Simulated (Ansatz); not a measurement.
# Starting-point dependence of the GW gap of SnO2 (Pnnm), part 2 of 2

How much of the starting functional survives in the G0W0 gap of SnO2 (Pnnm)?

Ansatz 0.2.0; G0W0 on several functionals, plane waves, PAW. Known limits of the many-body steps: not at the basis limit; no spin-orbit coupling; coarse k mesh.

So far. Step 2 (G0W0 on LDA): The gap on the mesh goes from 0.69 eV to 1.93 eV, a correction of +1.24 eV. Between the two edge states, bare exchange in place of the xc potential would open the gap by 8.59 eV, and correlation takes back 7.34 eV.

In doubt: masses and optical values from hybrid runs of this build are listed as unsure (steps 3, 4), which bears on the screening that GW takes from such a start.

## (3) G0W0 on HSE06

One-shot GW remembers its start. Another functional's orbitals and levels show by how much.

This step: G0W0 on HSE06, plane waves, PAW; PAW set soft_1.

The input, input.yaml:

```yaml
crystal:
  lattice:
    - [4.788004, 0.0, 0.0]
    - [0.0, 4.866582, 0.0]
    - [0.0, 0.0, 3.240898]
  atoms:
    - { symbol: Sn, position: [0.5, 0.5, 0.5] }
    - { symbol: Sn, position: [0.0, 0.0, 0.0] }
    - { symbol: O, position: [0.291855, 0.321042, 0.0] }
    - { symbol: O, position: [0.791855, 0.178958, 0.5] }
    - { symbol: O, position: [0.208145, 0.821042, 0.5] }
    - { symbol: O, position: [0.708145, 0.678958, 0.0] }
kpoints:
  mp_grid: { grid: [4, 4, 6] }
hamiltonian:
  xc: hse06
  pseudopotentials: { kind: paw, azcp: { folder: soft_1 } }
scf:
  occupations: { method: fixed }
gw:
  n_empty_bands: 277
  ecut_chi: 138
  qp_bands: [v2, c2]
  qp_kpoints: band_edges
  screening: { model: contour_deformation }
```

Command:

```console
> ansatz run input.yaml --threads 2 --pin off --max-ram 92160MiB --backend cuda --events-out ev --progress --plain --runs-dir out --devices 1 --max-vram 13GiB
```

Numbers of over 12 decimals in the logs are rounded to 6 here.

Log:

```text
GPUs: using 1 of 1 available (devices: 1).
[...]
davidson cushion auto → on  (no smearing: the cushion is to keep the highest requested band from converging to the state above it; pin scf.eigensolver.cushion to override)
[...]
GPU FFT provider: cuFFT
GPU libraries: cuBLAS 13.8.2, cuFFT 12.4.0, cuSOLVER 12.3.4
Crystal: 6 atoms, lattice volume = 75.517 Å³
Basis set: ecut = 420 eV, 1479 PW (Γ)
Bands: 32, of which v1, the nominal top of the filled ones, is band 26 counted from 1 (25 counted from 0)
Symmetry: 8 space group operations
[...]
k-points: 36 of 96
[...]
GPU buffer pool allocated for 31104 grid points (all kernels)
[...]
SCF iter   1: F=—  HF=-14318.774913 eV  |F-HF|=—  |Δ(HF+E_count)|=         —  Δρ=7.51e-2  dr2=3.25e0  ethr=1.00e-1  ⟨swp⟩=4.1  Hψ=3543  notcnv=0
[...]
SCF iter   6: F=-14318.153046 eV  HF=-14318.153049 eV  |F-HF|=2.42e-6  |Δ(HF+E_count)|=   1.69e-4  Δρ=1.20e-4  dr2=4.92e-6  ethr=2.83e-7  ⟨swp⟩=4.1  Hψ=3806  notcnv=0  defer=1
SCF 1 stopped early in 6 iterations: F = -14318.153046 eV  dr2 = 4.92e-6
[...]
GPU FFT provider: cuFFT
GPU libraries: cuBLAS 13.8.2, cuFFT 12.4.0, cuSOLVER 12.3.4
[...]
GPU buffer pool allocated for 31104 grid points (all kernels)
[...]
Free energy (F): -14325.576321 eV
Frozen-core exchange: fock
[...]
Internal energy: -14325.576321 eV  (E = F + TS)
E sigma→0 (E₀):  -14325.576321 eV
Fermi energy:    7.372621 eV
[...]
--- Band table (eV; the first three rows and the last of 36) ---
  k-point 0: bands = [... 22 lower, 6.4432, 6.7916, 6.8082, 7.3726, 9.7975, 15.1092, 15.2864]
  k-point 1: bands = [... 22 lower, 5.5501, 6.7816, 6.8325, 7.1824, 11.3194, 15.6309, 16.3981]
  k-point 2: bands = [... 22 lower, 5.0679, 6.4606, 6.5931, 6.5998, 13.5289, 15.9155, 17.9035]
  k-point 35: bands = [... 22 lower, 6.5238, 6.5238, 6.6218, 6.6218, 13.7032, 13.7032, 17.9921]
  guard bands above this table: 3 of the run's 32 bands. The solve was not asked for them (output.publish_guard_bands: true or output.eigenvalues: true publishes all)
[...]
0    25      6.8082   -26.3888     4.3903   -22.0216  0.7794     6.8314     6.8314  root
     0    26      7.3726   -26.9923     4.6851   -22.3309  0.7788     7.3964     7.3964  root
     0    27      9.7975   -13.7741    -3.2832   -17.6142  0.8465    10.3560    10.3544  root
     0    28     15.1092   -11.6232    -4.3522   -16.6231  0.8282    15.7610    15.7569  root
     1    25      6.8325   -26.5205     4.3772   -22.1579  0.7801     6.8472     6.8472  root
     1    26      7.1824   -26.7952     4.7373   -22.0590  0.7774     7.1834     7.1834  root
     1    27     11.3194   -14.8816    -3.2095   -18.7997  0.8338    12.0311    12.0281  root
     1    28     15.6309   -12.6646    -4.4736   -17.8988  0.8168    16.3978    16.3915  root
[...]
35    25      6.6218   -26.5435     4.8342   -21.6700  0.7736     6.5825     6.5825  root
    35    26      6.6218   -26.5435     4.8342   -21.6700  0.7736     6.5825     6.5825  root
    35    27     13.7032   -12.7587    -4.0389   -17.5222  0.8350    14.4319    14.4279  root
    35    28     13.7032   -12.7587    -4.0389   -17.5222  0.8350    14.4319    14.4279  root
```

It took 2 min on 1 × NVIDIA H100 80GB HBM3 (shared by 6 runs) with 2 threads of AMD EPYC 7R13 (Zen 3), shared host; peak memory 2.2 GiB; 2.6 min of CPU time.

This step gave:

| Property | Result |
| --- | --- |
| bands summed | 303 |
| RPA ε∞ on this mesh (eigenvalues) | 3.518, 3.547, 3.842 |
| plane waves in the screening matrix | 275 |
| q-points in the mesh | 96 |
| G0W0 gap on the mesh | 2.958 eV |
| k of the valence top | 0, 0, 0 |
| k of the conduction bottom | 0, 0, 0 |
| starting gap on the mesh | 2.425 eV |
| Z at the valence top | 0.7788 |
| Z at the conduction bottom | 0.8465 |
| least direct G0W0 gap on the computed points | 2.958 eV |

Against the run with 4×4×6 mesh, 277 empty bands, screening to 138 eV, PAW set soft_1 files on LDA, the gap moves by +1.03 eV, while the start moved by +1.74 eV.

## (4) G0W0 on PBE0

This step: G0W0 on PBE0, plane waves, PAW; PAW set soft_1.

input.yaml: that of step 3 with these lines changed.

```diff
@@ -15,3 +15,3 @@
 hamiltonian:
-  xc: hse06
+  xc: pbe0
   pseudopotentials: { kind: paw, azcp: { folder: soft_1 } }
```

Log:

```text
GPUs: using 1 of 1 available (devices: 1).
[...]
GPU FFT provider: cuFFT
GPU libraries: cuBLAS 13.8.2, cuFFT 12.4.0, cuSOLVER 12.3.4
Crystal: 6 atoms, lattice volume = 75.517 Å³
Basis set: ecut = 420 eV, 1479 PW (Γ)
Bands: 32, of which v1, the nominal top of the filled ones, is band 26 counted from 1 (25 counted from 0)
Symmetry: 8 space group operations
[...]
k-points: 36 of 96
[...]
1    27     11.6570   -14.8341    -3.1565   -18.4370  0.8437    12.1044    12.1035  root
     1    28     16.0110   -12.6438    -4.3472   -17.4926  0.8288    16.5147    16.5126  root
[...]
35    25      6.2149   -26.5416     4.6716   -22.0822  0.7866     6.4267     6.4271  root
    35    26      6.2149   -26.5416     4.6716   -22.0822  0.7866     6.4267     6.4271  root
    35    27     14.0695   -12.7357    -3.9467   -17.1366  0.8447    14.5250    14.5238  root
    35    28     14.0695   -12.7357    -3.9467   -17.1366  0.8447    14.5250    14.5238  root
[key lines of the parts left out:]
Free energy (F): -14324.457828 eV
Fermi energy:    6.972060 eV
```

The job ended after 78 s (1 × NVIDIA H100 80GB HBM3 (shared by 6 runs) with 2 threads; peak memory 2.2 GiB; 76 s of CPU time).

This step gave:

```
bands summed                                 : 303
RPA ε∞ on this mesh (eigenvalues)            : 3.314, 3.340, 3.630
plane waves in the screening matrix          : 275
G0W0 gap on the mesh                         : 3.172 eV
k of the valence top                         : 0, 0, 0
k of the conduction bottom                   : 0, 0, 0
starting gap on the mesh                     : 3.130 eV
least direct G0W0 gap on the computed points : 3.172 eV
```

Against the run with 4×4×6 mesh, 277 empty bands, screening to 138 eV, PAW set soft_1 files on HSE06, the gap moves by +0.21 eV, while the start moved by +0.71 eV.

## (5) Side by side

All on the 4×4×6 mesh with 277 empty bands and screening to 138 eV. Times are wall times on 1 × NVIDIA H100 80GB HBM3 (shared by 6 runs) with 2 threads of AMD EPYC 7R13 (Zen 3), shared host, good to a factor of about two.

```
start  starting gap (eV)  shift (eV)  G0W0 gap (eV)  RPA ε∞ (harmonic mean)  Z (valence, conduction)   time
  LDA               0.69       +1.24           1.93                    5.37               0.73, 0.79   88 s
HSE06               2.42       +0.53           2.96                    3.63               0.78, 0.85  2 min
 PBE0               3.13       +0.04           3.17                    3.42               0.79, 0.86   78 s
```

The parts of the quasiparticle energy at the two band edges (eV; QP = start + Σx + Σc − Vxc):

```
  run               edge  start      Σx     Σc     Vxc     Z     QP
  LDA        valence top   8.29  -26.11   4.70  -20.92  0.73   7.80
  LDA  conduction bottom   8.97  -15.73  -2.64  -19.13  0.79   9.73
HSE06        valence top   7.37  -26.99   4.69  -22.33  0.78   7.40
HSE06  conduction bottom   9.80  -13.77  -3.28  -17.61  0.85  10.35
 PBE0        valence top   6.97  -27.00   4.54  -22.74  0.79   7.25
 PBE0  conduction bottom  10.10  -13.74  -3.23  -17.30  0.86  10.42
```

For a hybrid start, Vxc holds its share of exact exchange.

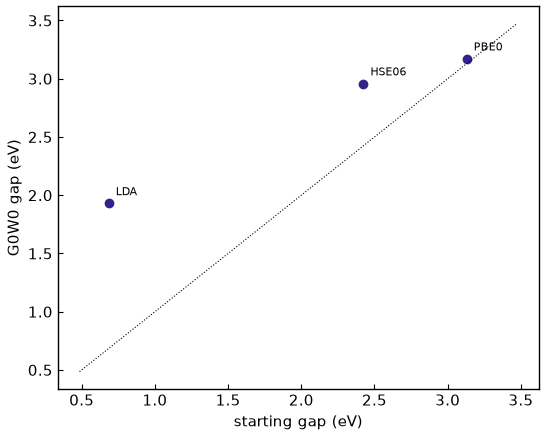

G0W0 gap against starting gap; on the dotted line the correction would vanish.

## (6) Summary of results

- G0W0@LDA: 1.93 eV (start 0.69 eV)
- G0W0@HSE06: 2.96 eV (start 2.42 eV)
- G0W0@PBE0: 3.17 eV (start 3.13 eV)
- known limits: not at the basis limit; no spin-orbit coupling; coarse k mesh

The starting gaps span 2.44 eV and the G0W0 gaps 1.24 eV. Between LDA and PBE0, 1.24 eV of the 2.44 eV survives, 51 %. PBE0 screens less than LDA (ε∞ 3.42 against 5.37). Of the 1.24 eV by which its G0W0 gap is higher, the correlation part gives −0.43 eV, and exchange with the one-particle terms, which follow the orbitals, +1.67 eV. The smallest correction, +0.04 eV, is on PBE0, the start nearest to reproducing itself. Bands and cutoff are finite, so the gap is not at the basis limit. The miss can reach some tenths of an eV and take either sign; the mesh is an error of its own. The 4×4×6 mesh is coarse for this cell (its supercell is 19 Å along the shortest edge). The RPA ε∞ on it, from the LDA start, is 5.18, 5.45 and 5.47; such meshes misread the long-range screening, most where the gap is narrow. The program warns that the mesh is coarse for exact exchange, which bears on the hybrid start's gap. The many-body steps are scalar-relativistic: spin-orbit coupling is not in them.

[Paths, hosts, dates, memory and timing lines, banners, echoed tables and standing remarks are left out of the program output.]

[Logs are printed without paths, hosts, clocks, repeated set-up lines and the standing remarks that a program may print on its own settings, such as how far it seeks lower states.]

[Runs of the session that timed out or met a known fault of the program may be left out.]

[Cells called generated may have been cut or substituted from an entry of the Crystallography Open Database or the Materials Project.]

[Hosts, paths, dates, database ids (printed as entryN), source tags and the programs' standing remarks are cut or masked in the printed files.]
